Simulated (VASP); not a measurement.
Energy against volume of LiF (rock salt). All values below come from HSE06 screened hybrid, VASP's PBE PAW potentials (set 64) (plane waves; VASP).

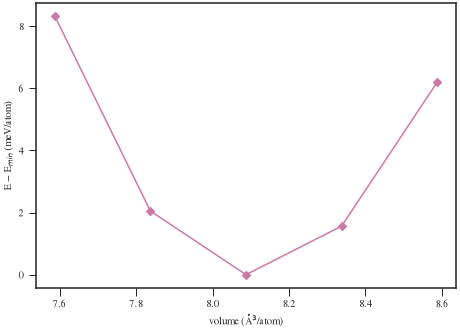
*Energy against volume*

### Question
Estimate the equilibrium volume and the bulk modulus.

### Answer
The minimum lies near 8.1 Å³/atom, and the curvature gives B0 of about 74 GPa.

The compound is LiF in the rock salt structure. It was relaxed first. The cell's shape comes from a PBE relaxation.
